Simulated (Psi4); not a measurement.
## CH$_{6}$GeO: property calculation

CH$_{6}$GeO, SMILES C[O][GeH3], computed with SCAN/aug-cc-pVDZ, RKS (Psi4 1.11).

The geometry comes from this level: PBE0-D4/def2-TZVP.

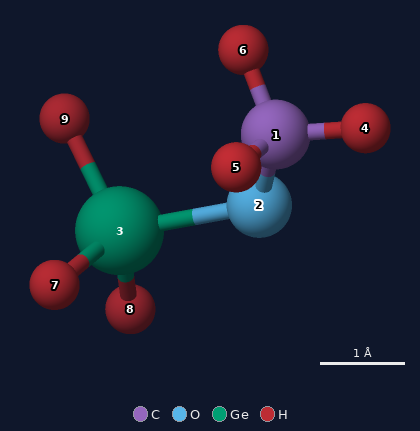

The input geometry (ball-and-stick view, seen at a tilt; atoms are numbered from 1 in the order of the input). Sticks mark near contacts. Bond lengths as drawn: C–H 1.09 to 1.10 Å, C–O 1.41 Å, Ge–H 1.53 to 1.54 Å and Ge–O 1.78 Å.

The input (job.inp)
```
memory 1600 mb

molecule {
  C     -0.461600     0.939500    -0.879600
  O     -0.657300    -0.383600    -0.447300
  Ge     0.409500    -1.004400     0.834300
  H     -1.194400     1.152600    -1.661500
  H      0.540900     1.094500    -1.301500
  H     -0.607700     1.666800    -0.069200
  H      1.870200    -0.939000     0.345100
  H     -0.054100    -2.444000     1.070300
  H      0.242900    -0.128600     2.092200
  units angstrom
  symmetry c1
}

set {
  basis aug-cc-pVDZ
  puream true
  scf_type pk
  dft_radial_points 35
  dft_spherical_points 110
}

energy_value, wavefunction = energy('scan', return_wfn=True)
oeprop(wavefunction, 'DIPOLE', 'QUADRUPOLE', 'MULLIKEN_CHARGES', 'LOWDIN_CHARGES', title='SCAN')
```

Launched with:
```bash
psi4 -n 1 job.inp job.out
```

The program's output
```
Psi4 1.11 release

   => Loading Basis Set <=

    Name: AUG-CC-PVDZ
    Role: ORBITAL
    Keyword: BASIS

         ---------------------------------------------------------
                                   SCF
                              RKS Reference
                        1 Threads,   1525 MiB Core
         ---------------------------------------------------------

  ==> Geometry <==

    Molecular point group: c1
    Full point group: C1

    Geometry (in Angstrom), charge = 0, multiplicity = 1:

       Center              X                  Y                   Z               Mass
    ------------   -----------------  -----------------  -----------------  -----------------
         C           -0.600741203937     1.575853242210    -1.291239318951    12.000000000000
         O           -0.796441203937     0.252753242210    -0.858939318951    15.994914619570
         GE           0.270358796063    -0.368046757790     0.422660681049    73.921177761000
         H           -1.333541203937     1.788953242210    -2.073139318951     1.007825032230
         H            0.401758796063     1.730853242210    -1.713139318951     1.007825032230
         H           -0.746841203937     2.303153242210    -0.480839318951     1.007825032230
         H            1.731058796063    -0.302646757790    -0.066539318951     1.007825032230
         H           -0.193241203937    -1.807646757790     0.658660681049     1.007825032230
         H            0.103758796063     0.507753242210     1.680560681049     1.007825032230

  Running in c1 symmetry.

  Rotational constants: A =      0.99294  B =      0.13467  C =      0.12717 [cm^-1]
  Rotational constants: A =  29767.50383  B =   4037.17726  C =   3812.40534 [MHz]
  Nuclear repulsion =  205.435326497741073

  Charge       = 0
  Multiplicity = 1
  Electrons    = 52
  Nalpha       = 26
  Nbeta        = 26

  ==> Algorithm <==

  SCF Algorithm Type is PK.
  DIIS enabled.
  MOM disabled.
  Fractional occupation disabled.
  Guess Type is SAD.
  Energy threshold   = 1.00e-06
  Density threshold  = 1.00e-06
  Integral threshold = 1.00e-12

  ==> Primary Basis <==

  Basis Set: AUG-CC-PVDZ
    Blend: AUG-CC-PVDZ
    Number of shells: 62
    Number of basis functions: 136
    Number of Cartesian functions: 143
    Spherical Harmonics?: true
    Max angular momentum: 2

  ==> DFT Potential <==

   => LibXC <=

    Version 7.1.2

   => Composite Functional: SCAN <=

    Deriv               =              1
    GGA                 =           TRUE
    Meta                =           TRUE

    Exchange Hybrid     =          FALSE
    MP2 Hybrid          =          FALSE

   => Exchange Functionals <=

    1.0000   XC_MGGA_X_SCAN

   => Correlation Functionals <=

    1.0000   XC_MGGA_C_SCAN

   => LibXC Density Thresholds  <==

    XC_MGGA_C_SCAN:  1.00E-15
    XC_MGGA_X_SCAN:  1.00E-15

   => Molecular Quadrature <=

    Radial Scheme          =       TREUTLER
    Pruning Scheme         =           NONE
    Nuclear Scheme         =       TREUTLER

    Blocking Scheme        =         OCTREE
    BS radius alpha        =              1
    Pruning alpha          =              1
    Radial Points          =             35
    Spherical Points       =            110
    Total Points           =          33908
    Total Blocks           =            329
    Max Points             =            247
    Max Functions          =            136
    Weights Tolerance      =       1.00E-15

  ==> Integral Setup <==

  Using in-core PK algorithm.
   Calculation information:
      Number of atoms:                   9
      Number of AO shells:              62
      Number of primitives:            185
      Number of atomic orbitals:       143
      Number of basis functions:       136

      Integral cutoff                 1.00e-12
      Number of threads:                 1

  Performing in-core PK
  Using 86797172 doubles for integral storage.
  We computed 1903638 shell quartets total.
  Whereas there are 1908081 unique shell quartets.

  ==> DiskJK: Disk-Based J/K Matrices <==

    J tasked:                  Yes
    K tasked:                   No
    wK tasked:                  No
    Memory [MiB]:             1029
    Schwarz Cutoff:          1E-12

  Cached 33.4% of DFT collocation blocks in 0.117 [GiB].

  Minimum eigenvalue in the overlap matrix is 3.7735169192E-04.
  Reciprocal condition number of the overlap matrix is 3.5043067803E-05.
    Using symmetric orthogonalization.

  ==> Pre-Iterations <==

  SCF Guess: Superposition of Atomic Densities via on-the-fly atomic UHF (no occupation information).

   -------------------------
    Irrep   Nso     Nmo
   -------------------------
     A        136     136
   -------------------------
    Total     136     136
   -------------------------

  ==> Iterations <==

                        Total Energy        Delta E     RMS |[F,P]|

   @RKS iter SAD: -2190.40525341632519   -2.19041e+03   0.00000e+00
   @RKS iter   1: -2193.10422696494379   -2.69897e+00   1.03799e-02 ADIIS/DIIS
   @RKS iter   2: -2192.65083112603361    4.53396e-01   1.43205e-02 ADIIS/DIIS
   @RKS iter   3: -2193.97765705019174   -1.32683e+00   2.94241e-03 ADIIS/DIIS
   @RKS iter   4: -2194.01773149105929   -4.00744e-02   1.87018e-03 ADIIS/DIIS
   @RKS iter   5: -2194.04241796547467   -2.46865e-02   1.36093e-04 ADIIS/DIIS
   @RKS iter   6: -2194.04256438652010   -1.46421e-04   5.93489e-05 DIIS
   @RKS iter   7: -2194.04259428828027   -2.99018e-05   1.63736e-05 DIIS
   @RKS iter   8: -2194.04259684821409   -2.55993e-06   2.77247e-06 DIIS
   @RKS iter   9: -2194.04259693293216   -8.47181e-08   4.98559e-07 DIIS
  Energy and wave function converged.

  ==> Post-Iterations <==

   Electrons on quadrature grid:
      Ntotal   =   51.9992398451 ; deviation = -7.602e-04

    Orbital Energies [Eh]
    ---------------------

    Doubly Occupied:

       1A   -398.306822     2A    -49.703861     3A    -44.194542
       4A    -44.194448     5A    -44.194020     6A    -18.982998
       7A    -10.101022     8A     -6.230529     9A     -4.375595
      10A     -4.373132    11A     -4.372900    12A     -1.171397
      13A     -1.165074    14A     -1.164772    15A     -1.162636
      16A     -1.162518    17A     -0.962207    18A     -0.641727
      19A     -0.528174    20A     -0.416010    21A     -0.413994
      22A     -0.405692    23A     -0.326426    24A     -0.321980
      25A     -0.274073    26A     -0.242981

    Virtual:

      27A     -0.015516    28A      0.001755    29A      0.023763
      30A      0.034303    31A      0.037125    32A      0.045772
      33A      0.046309    34A      0.066315    35A      0.070434
      36A      0.072816    37A      0.088669    38A      0.108637
      39A      0.111174    40A      0.123973    41A      0.134613
      42A      0.134968    43A      0.137271    44A      0.138915
      45A      0.144430    46A      0.164166    47A      0.183554
      48A      0.191005    49A      0.196823    50A      0.234752
      51A      0.249528    52A      0.269273    53A      0.284574
      54A      0.292693    55A      0.293407    56A      0.308520
      57A      0.314814    58A      0.320158    59A      0.327691
      60A      0.359727    61A      0.364471    62A      0.392509
      63A      0.402624    64A      0.417981    65A      0.430784
      66A      0.432598    67A      0.444148    68A      0.451750
      69A      0.467977    70A      0.498407    71A      0.503715
      72A      0.514398    73A      0.517407    74A      0.519631
      75A      0.550157    76A      0.572383    77A      0.590312
      78A      0.614386    79A      0.620264    80A      0.633652
      81A      0.643299    82A      0.692797    83A      0.707869
      84A      0.711207    85A      0.747923    86A      0.807161
      87A      0.820126    88A      0.822378    89A      0.847667
      90A      0.852191    91A      0.877095    92A      0.936580
      93A      0.994177    94A      1.005595    95A      1.047034
      96A      1.106589    97A      1.108434    98A      1.171560
      99A      1.176000   100A      1.226700   101A      1.229652
     102A      1.294593   103A      1.410966   104A      1.506508
     105A      1.547766   106A      1.550715   107A      1.591415
     108A      1.593027   109A      1.667874   110A      1.668525
     111A      1.743600   112A      1.758490   113A      1.791447
     114A      1.839603   115A      1.869782   116A      1.872330
     117A      1.913761   118A      1.937142   119A      1.967229
     120A      1.976722   121A      1.993276   122A      2.082658
     123A      2.083819   124A      2.168110   125A      2.233521
     126A      2.382935   127A      2.434753   128A      2.529026
     129A      2.626759   130A      2.701905   131A      2.876743
     132A      3.440037   133A      3.447253   134A      3.489233
     135A      3.643392   136A      3.658182

    Final Occupation by Irrep:
              A
    DOCC [    26 ]
    NA   [    26 ]
    NB   [    26 ]

  @RKS Final Energy: -2194.04259693293216

   => Energetics <=

    Nuclear Repulsion Energy =            205.4353264977410731
    One-Electron Energy =               -3461.6301893641716561
    Two-Electron Energy =                1157.5650645171890574
    DFT Exchange-Correlation Energy =     -95.4127985836908010
    Empirical Dispersion Energy =           0.0000000000000000
    VV10 Nonlocal Energy =                  0.0000000000000000
    Total Energy =                      -2194.0425969329321561

Computation Completed

Properties will be evaluated at   0.000000,   0.000000,   0.000000 [a0]

Properties computed using the SCF density matrix

 Multipole Moments:

 ------------------------------------------------------------------------------------
     Multipole            Electronic (a.u.)      Nuclear  (a.u.)        Total (a.u.)
 ------------------------------------------------------------------------------------

 L = 1.  Multiply by 2.5417464519 to convert [e a0] to [Debye]
 Dipole X            :          2.8780456           -2.5729426            0.3051030
 Dipole Y            :         -7.1776235            7.4078560            0.2302325
 Dipole Z            :          6.0130309           -5.8359365            0.1770944
 Magnitude           :                                                    0.4212568

 ------------------------------------------------------------------------------------

	total time  =         24 seconds =       0.40 minutes

Properties will be evaluated at   0.000000,   0.000000,   0.000000 [a0]

Properties computed using the SCAN density matrix

 Multipole Moments:

 ------------------------------------------------------------------------------------
     Multipole            Electronic (a.u.)      Nuclear  (a.u.)        Total (a.u.)
 ------------------------------------------------------------------------------------

 L = 1.  Multiply by 2.5417464519 to convert [e a0] to [Debye]
 Dipole X            :          2.8780456           -2.5729426            0.3051030
 Dipole Y            :         -7.1776235            7.4078560            0.2302325
 Dipole Z            :          6.0130309           -5.8359365            0.1770944
 Magnitude           :                                                    0.4212568

 L = 2.  Multiply by 1.3450342976 to convert [e a0^2] to [Debye ang]
 Quadrupole XX       :        -78.6517050           53.9983551          -24.6533499
 Quadrupole XY       :         49.3599310          -50.0195660           -0.6596349
 Quadrupole XZ       :        -57.9027325           57.6761608           -0.2265717
 Quadrupole YY       :       -146.9715620          124.4992483          -22.4723137
 Quadrupole YZ       :         95.1361622          -96.4975661           -1.3614039
 Quadrupole ZZ       :       -139.1803742          115.5205852          -23.6597890
 Traceless XX        :         42.9495088          -44.0077078           -1.0581990
 Traceless YY        :        -25.3703483           26.4931855            1.1228372
 Traceless ZZ        :        -17.5791605           17.5145223           -0.0646381

 ------------------------------------------------------------------------------------
  Mulliken Charges: (a.u.)
   Center  Symbol    Alpha    Beta     Spin     Total
       1     C     2.48473  2.48473  0.00000  1.03054
       2     O     4.44432  4.44432  0.00000 -0.88864
       3    GE    15.95379 15.95379  0.00000  0.09242
       4     H     0.65214  0.65214  0.00000 -0.30429
       5     H     0.60263  0.60263  0.00000 -0.20527
       6     H     0.60259  0.60259  0.00000 -0.20518
       7     H     0.42131  0.42131  0.00000  0.15738
       8     H     0.41719  0.41719  0.00000  0.16562
       9     H     0.42129  0.42129  0.00000  0.15742

   Total alpha = 26.00000, Total beta = 26.00000, Total charge =  0.00000

  Lowdin Charges: (a.u.)
   Center  Symbol    Alpha    Beta     Spin     Total
       1     C     3.01018  3.01018  0.00000 -0.02037
       2     O     4.14188  4.14188  0.00000 -0.28376
       3    GE    15.60307 15.60307  0.00000  0.79386
       4     H     0.51824  0.51824  0.00000 -0.03648
       5     H     0.51949  0.51949  0.00000 -0.03898
       6     H     0.51949  0.51949  0.00000 -0.03897
       7     H     0.56225  0.56225  0.00000 -0.12449
       8     H     0.56314  0.56314  0.00000 -0.12628
       9     H     0.56226  0.56226  0.00000 -0.12452

  Total alpha = 26.00000, Total beta = 26.00000, Total charge = -0.00000

    Psi4 run time: 0:00:23.57
```

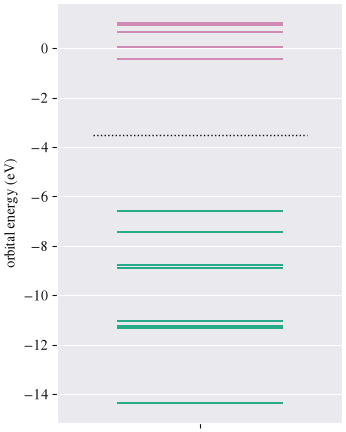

Orbital energies near the frontier; the dotted line parts filled from empty levels, and levels within 0.02 eV of each other stand side by side. Highest filled −6.61 eV, lowest empty −0.42 eV, 6.19 eV apart.

Key numbers

| quantity | value |
| --- | --- |
| outcome | converged |
| total energy | −2194.042597 hartree |
| basis functions | 136 |
| HOMO | −6.61 eV |
| LUMO | −0.42 eV |
| dipole moment | 1.07 D |
| hardware | 1 thread of Intel Xeon @ 2.90GHz (Ice Lake), 64 GiB of memory available, shared host |
| wall time | 25 s |
| peak memory | 1.2 GiB |
